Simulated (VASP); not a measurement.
Band structure of NbC (rock salt). Computed with vdW-DF-cx, VASP's PBE PAW potentials (set 64) (plane waves; VASP).

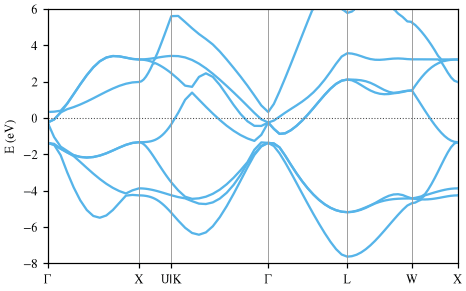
Bands along high-symmetry lines, zero at the valence-band maximum or, without a gap, the Fermi level

Read the plot: is there a gap, and where are the band edges?

It has no gap at this level: it comes out as a metal or semimetal. (Edges off the drawn lines would not show.)

The compound is NbC in the rock salt structure. It was relaxed first. The electron count is odd and the run is not spin-polarised, which forces a metal.
